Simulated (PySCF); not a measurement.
# doublet [S2F2]− at 6 levels

We compute a comparison of 6 runs (U-r2SCAN/def2-SVPD, U-revPBE/def2-SVPD, UM06-L/def2-SVPD, UPBE/def2-SVPD, UPBE0/def2-SVPD, UTPSS/def2-SVPD) of doublet [S2F2]−. 

Program for the calculation: PySCF 2.14.0.

## 1. The system as given

[S2F2]−: 4 atoms, total charge -1, spin state doublet. SMILES of the parent species: `FS(F)=S`. Geometry: relaxed at PBE0-D4/def2-TZVP. That shape belongs to the parent species and isn't relaxed for this state.

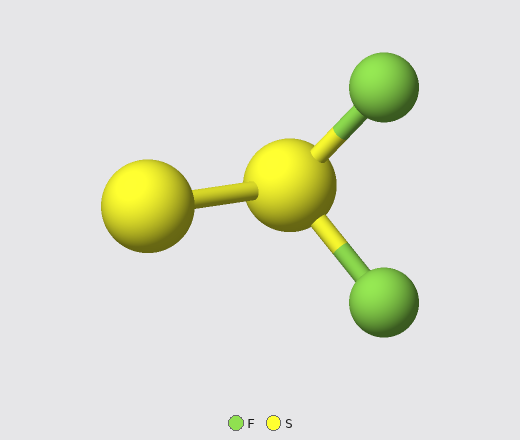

Viewed from a chosen angle; fluorine green, sulfur yellow.

## 2. A single-point energy at U-r2SCAN/def2-SVPD (run 1)

job.py

```python
from pyscf import gto, dft

mol = gto.M(
    atom='''
F      0.734930     0.336790     1.199050
S     -0.480890    -0.090070     0.240730
F      0.313460    -1.382440    -0.286190
S     -0.567510     1.135710    -1.153590
''',
    verbose=3,
    max_memory=1860,
    spin=1,
    charge=-1,
    basis='def2-svpd',
)

mf = dft.UKS(mol)
mf.xc = 'r2scan'
mf.conv_tol = 1e-10
mf.grids.level = 5
mf.kernel()
if not mf.converged:
    mf = mf.newton().run(mf.mo_coeff, mf.mo_occ)

e_final = mf.e_tot
print('E(%s) = %.9f' % ('R2SCAN', e_final))
```

On the command line:

```console
$ OMP_NUM_THREADS=1 python job.py
```

Log:

```text
WARN: HOMO -0.103969062076378 >= LUMO -0.103969062076379

converged SCF energy = -995.514259229287  <S^2> = 0.75508932  2S+1 = 2.0050829
E(R2SCAN) = -995.514259229
```

Run time: 61 s. Hardware: 1 thread of Arm Neoverse V2, shared host; peak memory 0.58 GiB.

## 3. The energy at U-revPBE/def2-SVPD (run 2)

run.py

```python
from pyscf import gto, dft

mol = gto.M(
    atom='''
F        0.734930       0.336790       1.199050
S       -0.480890      -0.090070       0.240730
F        0.313460      -1.382440      -0.286190
S       -0.567510       1.135710      -1.153590
''',
    spin=1,
    max_memory=1860,
    charge=-1,
    basis='def2-svpd',
    verbose=3,
)

mf = dft.UKS(mol, xc='revpbe')
mf.grids.level = 5
mf.conv_tol = 1e-10
mf.kernel()
if not mf.converged:
    mf = mf.newton().run(mf.mo_coeff, mf.mo_occ)

e_tot = mf.e_tot
print('E = %.10f Eh' % e_tot)
```

On the command line:

```console
$ OMP_NUM_THREADS=1 python run.py
```

Log:

```text
converged SCF energy = -995.440666925729  <S^2> = 0.7522525  2S+1 = 2.0022512
E = -995.4406669257 Eh
```

It took 29 s on 1 thread of Arm Neoverse V2, shared host; peak memory 0.52 GiB.

Runs 3 to 5 aren't shown in full; the table further down has their settings and results.

## 4. A single-point energy at UTPSS/def2-SVPD (run 6)

input.py

```python
from pyscf import gto, dft

mol = gto.M(
    atom=[
    ('F', (0.734930, 0.336790, 1.199050)),
    ('S', (-0.480890, -0.090070, 0.240730)),
    ('F', (0.313460, -1.382440, -0.286190)),
    ('S', (-0.567510, 1.135710, -1.153590)),
],
    spin=1,
    verbose=3,
    charge=-1,
    basis='def2-svpd',
    max_memory=1860,
)

ks = dft.UKS(mol)
ks.xc = 'tpss'
ks.conv_tol = 1e-10
ks.grids.level = 5
ks.kernel()
if not ks.converged:
    ks = ks.newton().run(ks.mo_coeff, ks.mo_occ)

energy = ks.e_tot
print('Final energy', energy)
```

On the command line:

```console
$ OMP_NUM_THREADS=1 python input.py
```

Log:

```text
converged SCF energy = -995.708074808361  <S^2> = 0.75299211  2S+1 = 2.0029899
Final energy -995.7080748083611
```

It took 62 s on 1 thread of Arm Neoverse V2, shared host; peak memory 0.58 GiB.

## 5. The series

```tsv
run	level	energy (Eh)	HOMO energy (eV)	LUMO energy (eV)	⟨S²⟩	wall time
1	U-r2SCAN/def2-SVPD	-995.514259	2.68	4.15	0.755	61 s
2	U-revPBE/def2-SVPD	-995.440667	2.83	3.66	0.752	29 s
3	UM06-L/def2-SVPD	-995.607432	3.23	4.23	0.753	65 s
4	UPBE/def2-SVPD	-995.135643	2.78	3.66	0.752	27 s
5	UPBE0/def2-SVPD	-995.182391	1.81	4.19	0.754	29 s
6	UTPSS/def2-SVPD	-995.708075	2.78	3.82	0.753	62 s
```

## 6. Summary of results

| quantity | value |
| --- | --- |
| run 6: total energy | -995.70807 Eh |
| run 6: HOMO energy (highest over α and β) | 2.78 eV |
| run 6: LUMO energy (lowest over α and β) | 3.82 eV |
| run 6: ⟨S²⟩ | 0.753 |

**Reading.** Totals of different functionals can't be ranked against each other. In runs 1, 2, 3, 4, 5, 6 the HOMO lies above zero, so the outermost electron may be held by the basis alone. All runs together took 4.6 min, the longest 65 s.
